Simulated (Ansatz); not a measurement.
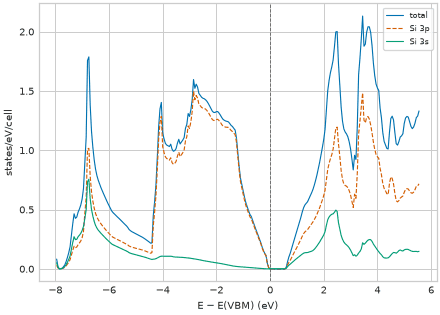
Figure: Total and projected density of states of Si (diamond, space group No. 227), PBE+D3(BJ) (plane waves, PAW; program Ansatz)

Problem. Which orbitals carry the states next to the gap?

Solution. Top 1 eV of the valence band: Si 3p 96 %. Bottom 1 eV of the conduction band: Si 3p 58 %, Si 3s 26 %, outside the projected shells 17 %. Projections are on Löwdin-orthogonalised atomic valence shells; empty p or d shells of many metals are not among them.

Problem. Where is the tallest occupied peak in this window, and what makes it?

Solution. Near -6.8 eV, about 1.8 states/eV per cell; the largest projected share is Si 3p.

Space group Fd-3m (diamond). Symmetry was held in the PBE+D3(BJ) relaxation.

Potentials: the earlier of the program's two PAW sets.
